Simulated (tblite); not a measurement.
**Run report: C2H10SSi2, geometry relaxation (part 2 of 2)**

Continued. System: C2H10SSi2, SMILES CS[SiH2]C[SiH3]. Method: GFN2-xTB geometry optimisation, gas phase (tblite 0.8.0). 

Geometry of the input (Å):
```
C  2.9774  0.7618  0.5241
S  1.2498  0.6137  1.1051
Si 0.2893  -0.6269  -0.3642
C  -1.4485  -0.9938  0.1995
Si -2.5494  0.3943  -0.3584
H  3.4224  1.7290  0.7773
H  2.9106  0.6955  -0.5950
H  3.5360  -0.1125  0.8658
H  1.0673  -1.8538  -0.6133
H  0.2433  0.1727  -1.6103
H  -1.7810  -1.9844  -0.2131
H  -1.4341  -1.0928  1.3077
H  -1.6705  1.4488  -0.8489
H  -3.3838  0.9254  0.7236
H  -3.4331  -0.0690  -1.4388
```

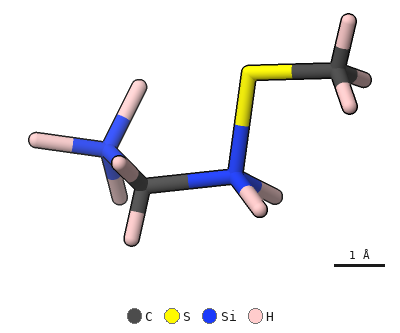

**Figure 1.** The geometry at step 85 of the log (stick view, seen at a tilt).

Trajectory as extended XYZ, continued:
```
15
Properties=species:S:1:pos:R:3:forces:R:3 step=42 energy=-437.94119
C     2.9700    0.7536    0.4306    0.0310   0.0070  -0.0430
S     1.2573    0.6697    1.0388    0.0180   0.0190   0.0860
Si    0.3861   -0.7062   -0.3593   -0.0040  -0.0150  -0.0530
C    -1.4225   -0.9239    0.1480    0.0150  -0.0390   0.0070
Si   -2.6506    0.4541   -0.3372   -0.0100   0.0330   0.0040
H     3.4334    1.6152    0.9001   -0.0260  -0.0080   0.0280
H     2.9740    0.8783   -0.6466   -0.0250   0.0060  -0.0410
H     3.5100   -0.1479    0.7045   -0.0560  -0.0210   0.0140
H     1.1342   -1.9662   -0.2955    0.0110   0.0270   0.0260
H     0.5917   -0.1058   -1.6784   -0.0500  -0.0330  -0.0230
H    -1.7813   -1.8618   -0.2727    0.0380  -0.0300  -0.0370
H    -1.4519   -1.0572    1.2293    0.0010   0.0390   0.0190
H    -1.9630    1.6781   -0.7386    0.0390   0.0320  -0.0030
H    -3.5246    0.7447    0.8003   -0.0180  -0.0120   0.0060
H    -3.4672   -0.0169   -1.4621    0.0340  -0.0050   0.0100
15
Properties=species:S:1:pos:R:3:forces:R:3 step=51 energy=-437.95262
C     2.9702    0.7767    0.3932    0.0380  -0.0140  -0.0190
S     1.2456    0.7652    0.9712   -0.0430   0.0550   0.0440
Si    0.3814   -0.7153   -0.3213    0.0300  -0.0520  -0.0990
C    -1.4349   -0.9361    0.1552    0.0640  -0.0350   0.0100
Si   -2.6374    0.4673   -0.3219   -0.0110   0.0180   0.0010
H     3.4871    1.5440    0.9622   -0.0390  -0.0250  -0.0140
H     3.0102    1.0132   -0.6660   -0.0410  -0.0080   0.0160
H     3.4266   -0.1904    0.5818   -0.0190  -0.0050  -0.0110
H     1.1699   -1.9431   -0.1436   -0.0380   0.0610   0.0010
H     0.5366   -0.2451   -1.7018    0.0190  -0.0150   0.0470
H    -1.7737   -1.8575   -0.3172   -0.0090  -0.0060   0.0300
H    -1.4953   -1.1064    1.2295    0.0110   0.0120   0.0100
H    -1.9209    1.7062   -0.6213   -0.0100  -0.0020   0.0100
H    -3.5882    0.6990    0.7694    0.0270  -0.0140  -0.0120
H    -3.3816    0.0304   -1.5083    0.0210   0.0310  -0.0150
15
Properties=species:S:1:pos:R:3:forces:R:3 step=60 energy=-437.96062
C     2.9400    0.7793    0.3645   -0.0170   0.0200  -0.0020
S     1.2075    0.8406    0.9154   -0.0230  -0.0150   0.0110
Si    0.3862   -0.7172   -0.3123   -0.0020  -0.0480  -0.0220
C    -1.4263   -0.9478    0.1622    0.0010   0.0210  -0.0150
Si   -2.6128    0.4699   -0.3141   -0.0240   0.0290   0.0000
H     3.4915    1.4679    0.9949    0.0140   0.0220  -0.0030
H     2.9961    1.0960   -0.6718    0.0280  -0.0090  -0.0190
H     3.3376   -0.2244    0.4787   -0.0420  -0.0040  -0.0020
H     1.1901   -1.9092   -0.0284    0.0150  -0.0200  -0.0100
H     0.5629   -0.3466   -1.7182    0.0090   0.0180   0.0280
H    -1.7704   -1.8667   -0.3111    0.0010   0.0030   0.0250
H    -1.4874   -1.1171    1.2372    0.0110   0.0200  -0.0130
H    -1.9187    1.7376   -0.5244    0.0490   0.0040   0.0260
H    -3.6054    0.6394    0.7474   -0.0280  -0.0170   0.0170
H    -3.2955    0.1063   -1.5589    0.0090  -0.0240  -0.0220
15
Properties=species:S:1:pos:R:3:forces:R:3 step=68 energy=-437.96483
C     2.9131    0.7825    0.3514   -0.0050   0.0150  -0.0250
S     1.1802    0.8624    0.8906   -0.0370  -0.0090   0.0190
Si    0.3894   -0.7299   -0.3135   -0.0300   0.0070  -0.0130
C    -1.4230   -0.9487    0.1654    0.0160  -0.0200   0.0150
Si   -2.6007    0.4756   -0.3123    0.0090  -0.0170  -0.0190
H     3.4807    1.4436    0.9952    0.0150   0.0270   0.0330
H     2.9865    1.1173   -0.6782    0.0110  -0.0110  -0.0280
H     3.2758   -0.2350    0.4473    0.0380  -0.0170   0.0010
H     1.2077   -1.9067   -0.0068   -0.0020  -0.0150  -0.0110
H     0.5791   -0.3612   -1.7173   -0.0010  -0.0120   0.0030
H    -1.7784   -1.8750   -0.2850    0.0050   0.0190   0.0070
H    -1.4730   -1.0982    1.2441   -0.0020   0.0120  -0.0030
H    -1.8832    1.7383   -0.4634    0.0100   0.0200   0.0200
H    -3.6181    0.6083    0.7314   -0.0380  -0.0010  -0.0070
H    -3.2405    0.1346   -1.5877    0.0120   0.0020   0.0090
15
Properties=species:S:1:pos:R:3:forces:R:3 step=76 energy=-437.96787
C     2.8999    0.7855    0.3457    0.0440  -0.0020  -0.0450
S     1.1664    0.8541    0.8824   -0.0060  -0.0240   0.0160
Si    0.3847   -0.7402   -0.3246   -0.0020   0.0090  -0.0150
C    -1.4210   -0.9500    0.1791    0.0130  -0.0140   0.0180
Si   -2.5835    0.4805   -0.3071   -0.0530  -0.0010  -0.0490
H     3.4611    1.4515    0.9930   -0.0060   0.0150  -0.0440
H     2.9701    1.1103   -0.6889    0.0220   0.0300   0.0420
H     3.2769   -0.2279    0.4415   -0.0030  -0.0090   0.0300
H     1.2068   -1.9153   -0.0275    0.0080  -0.0350   0.0100
H     0.5835   -0.3733   -1.7282   -0.0300  -0.0050   0.0100
H    -1.7910   -1.8806   -0.2505    0.0090   0.0290   0.0250
H    -1.4587   -1.0720    1.2619    0.0040  -0.0200  -0.0140
H    -1.8589    1.7461   -0.3961   -0.0200  -0.0020   0.0100
H    -3.6546    0.5860    0.6842   -0.0190   0.0040   0.0320
H    -3.1860    0.1533   -1.6037    0.0390   0.0250  -0.0260
15
Properties=species:S:1:pos:R:3:forces:R:3 step=85 energy=-437.97935
C     2.9055    0.8067    0.3135    0.0120  -0.0130  -0.0140
S     1.1655    0.8289    0.8380    0.0020   0.0350   0.0160
Si    0.3714   -0.7851   -0.3362    0.0140   0.0240   0.0230
C    -1.4277   -0.9432    0.2152    0.0080  -0.0140  -0.0140
Si   -2.5798    0.4869   -0.2946   -0.0350   0.0570  -0.0480
H     3.4497    1.4684    0.9780   -0.0160   0.0420   0.0140
H     2.9811    1.1651   -0.7086    0.0080  -0.0380  -0.0020
H     3.2988   -0.2004    0.4006    0.0100  -0.0270  -0.0400
H     1.1741   -1.9645   -0.0048    0.0140  -0.0330   0.0050
H     0.5596   -0.4790   -1.7552   -0.0300   0.0230   0.0240
H    -1.8243   -1.8776   -0.1798   -0.0040  -0.0070   0.0390
H    -1.4338   -1.0321    1.3024   -0.0390  -0.0120  -0.0330
H    -1.8855    1.7670   -0.1660   -0.0320  -0.0100   0.0030
H    -3.7801    0.4971    0.5520    0.0590  -0.0470  -0.0370
H    -2.9787    0.2697   -1.6932    0.0290   0.0190   0.0630
15
Properties=species:S:1:pos:R:3:forces:R:3 step=94 energy=-437.98803
C     2.9066    0.8198    0.2757   -0.0190  -0.0360   0.0010
S     1.1630    0.8402    0.7945    0.0130   0.0010   0.0000
Si    0.3640   -0.8176   -0.3140   -0.0190   0.0120   0.0230
C    -1.4349   -0.9472    0.2434   -0.0090  -0.0040   0.0150
Si   -2.5527    0.4990   -0.2967   -0.0160   0.0440   0.0650
H     3.4384    1.4690    0.9624    0.0320   0.0110  -0.0160
H     2.9949    1.1955   -0.7383   -0.0240   0.0140  -0.0220
H     3.2977   -0.1900    0.3368    0.0070  -0.0210   0.0220
H     1.1671   -1.9932    0.0364    0.0040   0.0180  -0.0030
H     0.5047   -0.5446   -1.7447    0.0230   0.0060   0.0120
H    -1.8478   -1.8870   -0.1225    0.0070   0.0340  -0.0200
H    -1.4592   -1.0071    1.3317    0.0160  -0.0040  -0.0010
H    -1.9417    1.7864    0.0345   -0.0150  -0.0550  -0.0040
H    -3.8363    0.3785    0.4034    0.0060  -0.0140  -0.0330
H    -2.7683    0.4064   -1.7415   -0.0060  -0.0070  -0.0390
15
Properties=species:S:1:pos:R:3:forces:R:3 step=102 energy=-437.99237
C     2.9071    0.8093    0.2507    0.0110   0.0150   0.0320
S     1.1792    0.8227    0.8189    0.0250   0.0230   0.0010
Si    0.3581   -0.8203   -0.2925    0.0370   0.0250   0.0130
C    -1.4385   -0.9323    0.2664    0.0160  -0.0070  -0.0100
Si   -2.5482    0.5093   -0.2972   -0.0340   0.0140   0.0340
H     3.4499    1.4870    0.9005    0.0210   0.0170   0.0240
H     2.9621    1.1689   -0.7726   -0.0230  -0.0870  -0.0050
H     3.3173   -0.1924    0.3405   -0.0230   0.0300  -0.0590
H     1.1596   -1.9991    0.0417    0.0100  -0.0270   0.0210
H     0.5048   -0.5480   -1.7213    0.0110   0.0280  -0.0190
H    -1.8563   -1.8695   -0.0985    0.0010   0.0020  -0.0030
H    -1.4629   -0.9848    1.3551   -0.0120  -0.0050  -0.0120
H    -2.0127    1.7948    0.1536   -0.0380  -0.0750  -0.0070
H    -3.8767    0.2704    0.2757   -0.0160   0.0520  -0.0100
H    -2.6471    0.4920   -1.7598    0.0130  -0.0030   0.0010
15
Properties=species:S:1:pos:R:3:forces:R:3 step=110 energy=-438.00125
C     2.9163    0.7834    0.2307    0.0040  -0.0110   0.0220
S     1.2279    0.8201    0.9052    0.0130  -0.0400  -0.0330
Si    0.3715   -0.7809   -0.2424    0.0190   0.0380  -0.0140
C    -1.4354   -0.9145    0.2759   -0.0140   0.0020  -0.0180
Si   -2.5732    0.4986   -0.3045   -0.0340  -0.0400   0.0050
H     3.4934    1.5151    0.7844    0.0130   0.0280   0.0020
H     2.8952    1.0444   -0.8225   -0.0040  -0.0010  -0.0060
H     3.3448   -0.2046    0.3682   -0.0090  -0.0010  -0.0060
H     1.1516   -1.9878    0.0476    0.0020   0.0010   0.0250
H     0.5408   -0.4497   -1.6578    0.0030   0.0100  -0.0070
H    -1.8243   -1.8550   -0.1088   -0.0100  -0.0430  -0.0200
H    -1.4856   -0.9842    1.3615   -0.0170   0.0130   0.0270
H    -2.1260    1.7757    0.2371    0.0100   0.0370   0.0360
H    -3.9334    0.1960    0.1554    0.0140   0.0240  -0.0040
H    -2.5680    0.5514   -1.7690    0.0090  -0.0180  -0.0090
15
Properties=species:S:1:pos:R:3:forces:R:3 step=119 energy=-438.00238
C     2.9218    0.7824    0.2298    0.0020   0.0000  -0.0020
S     1.2345    0.8191    0.9064   -0.0030   0.0010  -0.0010
Si    0.3691   -0.7747   -0.2421    0.0040   0.0000   0.0040
C    -1.4399   -0.9191    0.2737   -0.0030  -0.0030  -0.0020
Si   -2.5764    0.4958   -0.3041   -0.0060   0.0000   0.0020
H     3.4993    1.5197    0.7773   -0.0040  -0.0020  -0.0020
H     2.8966    1.0385   -0.8249    0.0020  -0.0040   0.0010
H     3.3502   -0.2052    0.3697    0.0030   0.0080   0.0010
H     1.1492   -1.9801    0.0564   -0.0040   0.0020   0.0010
H     0.5395   -0.4387   -1.6565    0.0020  -0.0030   0.0000
H    -1.8217   -1.8618   -0.1157   -0.0050  -0.0020  -0.0040
H    -1.4959   -0.9900    1.3598    0.0020   0.0000  -0.0030
H    -2.1271    1.7700    0.2498    0.0040   0.0010  -0.0010
H    -3.9406    0.2102    0.1511    0.0010  -0.0010   0.0000
H    -2.5630    0.5420   -1.7695    0.0040   0.0020   0.0070
```

Results in brief:

```json
{"quantity": "outcome", "value": "converged"}
{"quantity": "total energy", "value": "−438.0024 eV"}
{"quantity": "hardware", "value": "1 CPU thread, shared host"}
{"quantity": "peak memory", "value": "0.18 GiB"}
```
